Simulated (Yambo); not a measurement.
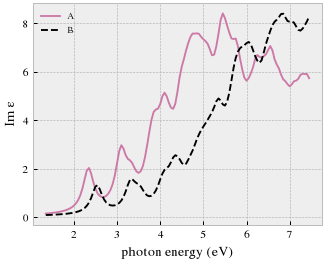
Figure. Two computed absorption spectra of CdZnS2 (space group P3m1, No. 156) (Yambo, PBEsol bands with the same scissor, field along x)

Axes are Cartesian, with cell vectors (Å) (3.94, 0.00, 0.00), (-1.97, 3.41, 0.00), (0.00, 0.00, 6.52).

Problem. Which curve includes the electron-hole attraction (BSE)?

Solution. Curve A: the attraction moves weight to lower energy (centre of the plotted range 5.3 eV against 5.9 eV). Settings: 9×9×4 mesh, 6 valence and 4 conduction bands, static screening with 59 bands and a 4 Ry block, scissor 1.20 eV, Tamm-Dancoff. The scissor comes from a G0W0 run whose convergence isn't established. Broadening 0.15 eV. The band window holds all transitions up to 7.5 eV. On this mesh the peak heights and the fine structure are mesh artefacts; only the shift of weight is robust.

Spin-orbit coupling is not included.

Geometry relaxed with PBEsol; primitive cell a = b = 3.9357 Å, c = 6.5185 Å, α = β = 90.00°, γ = 120.00°.

The structure is a Materials Project entry; no match was found in the copy of COD used, and its stability was not checked.
